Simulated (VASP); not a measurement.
Band structure of Sb (space group Fm-3m). Calculation: PBEsol GGA, VASP's PBE PAW potentials (set 64) (plane waves; VASP 6.6.1).

Unless said otherwise, spin-orbit coupling is left out, though it shifts the bands of the heavy elements here.

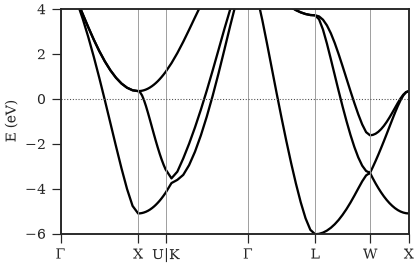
*Bands along high-symmetry lines, zero at the valence-band maximum or, without a gap, the Fermi level*

Q: Read the plot: is there a gap, and where are the band edges?

A: It has no gap at this level: it comes out as a metal or semimetal. (Edges off the drawn lines would not show.)

The structure comes from a measured Sb entry (Fm-3m) of the Crystallography Open Database, whose conditions weren't checked. It was relaxed first, which changed the volume by +7 %.
